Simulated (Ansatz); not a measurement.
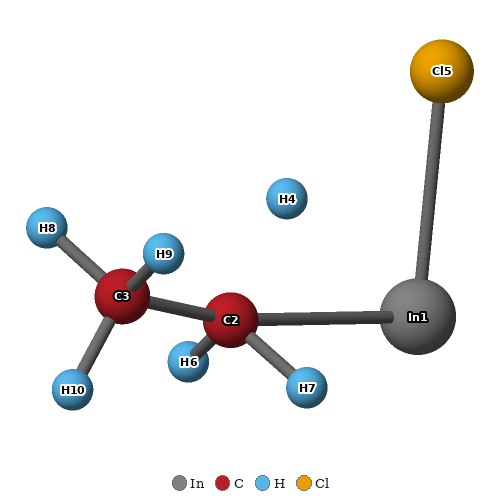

The system is the reacting system C₂H₆ClIn (fragments C₂H₅In + ClH where the first distance is long, ClIn + C₂H₆ where the second is long); the picture shows the reference structure. First axis: distance C2–H4 (bond that forms). Second axis: distance In1–C2 (bond that breaks). Relaxed at each point: all other coordinates. The scan uses a 7 × 7 grid. Points are written as (first, second). All energies are given in kcal/mol relative to the lowest grid point. Energies and slopes of some neighbouring points disagree (a jump in structure or state, or too coarse a mesh). The reference is spin-restricted, so regions where a bond is pulled apart into radicals lie too high. The calculation used Ansatz 0.2.0, RKS r2SCAN-D4/def2-SVP.

Its coordinates:

```json
{"atom": "In", "x (Å)": "-1.6293", "y (Å)": "1.0208", "z (Å)": "-1.8357"}
{"atom": "C", "x (Å)": "-0.2192", "y (Å)": "-0.2853", "z (Å)": "-0.1641"}
{"atom": "C", "x (Å)": "0.7324", "y (Å)": "-0.8335", "z (Å)": "0.8976"}
{"atom": "H", "x (Å)": "-0.0070", "y (Å)": "1.0775", "z (Å)": "-0.2266"}
{"atom": "Cl", "x (Å)": "-0.5377", "y (Å)": "3.1671", "z (Å)": "-1.1554"}
{"atom": "H", "x (Å)": "-1.2681", "y (Å)": "-0.4812", "z (Å)": "0.1154"}
{"atom": "H", "x (Å)": "-0.0061", "y (Å)": "-0.7366", "z (Å)": "-1.1477"}
{"atom": "H", "x (Å)": "0.5382", "y (Å)": "-0.3750", "z (Å)": "1.8783"}
{"atom": "H", "x (Å)": "1.7804", "y (Å)": "-0.6298", "z (Å)": "0.6332"}
{"atom": "H", "x (Å)": "0.6163", "y (Å)": "-1.9238", "z (Å)": "1.0049"}
```

Range: distance C2–H4 (bond that forms) from 0.963 to 2.463 Å; distance In1–C2 (bond that breaks) from 1.962 to 3.462 Å.

> What will the energy surface look like?

The lowest grid point is at (1.123 Å, 3.462 Å). It lies in a valley that leaves the map towards separated partners. The highest grid point, (2.463 Å, 3.462 Å), lies 83 kcal/mol above the lowest.

| second ↓, first → | 0.963 | 1.123 | 1.343 | 1.594 | 1.867 | 2.157 | 2.463 |
| --- | --- | --- | --- | --- | --- | --- | --- |
| 3.462 | 10 | 0 | 13 | 37 | 60 | 78 | 83 |
| 3.156 | 10 | 0 | 14 | 38 | 60 | 71 | 76 |
| 2.866 | 12 | 3 | 16 | 40 | 59 | 65 | 69 |
| 2.593 | 18 | 9 | 22 | 44 | 55 | 59 | 61 |
| 2.342 | 31 | 21 | 34 | 50 | 55 | 56 | 57 |
| 2.122 | 53 | 43 | 53 | 60 | 61 | 61 | 61 |
| 1.962 | 80 | 70 | 76 | 77 | 75 | 75 | 73 |

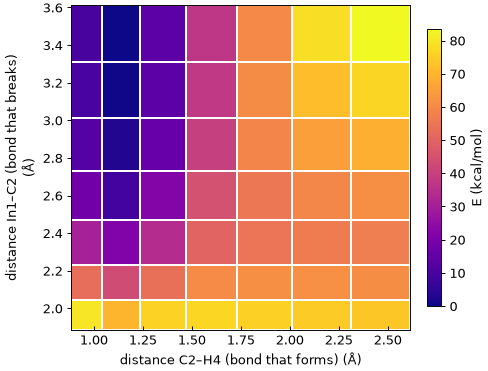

In the figure: one coloured cell a grid point.

Each point was launched as `ansatz run input.yaml --threads 1 --pin off --max-ram 2560MiB --backend cpu --events-out ev --progress --plain --runs-dir out`. The whole map (49 points run) took 26 min on 1 thread of Arm Neoverse V1 (shared host).
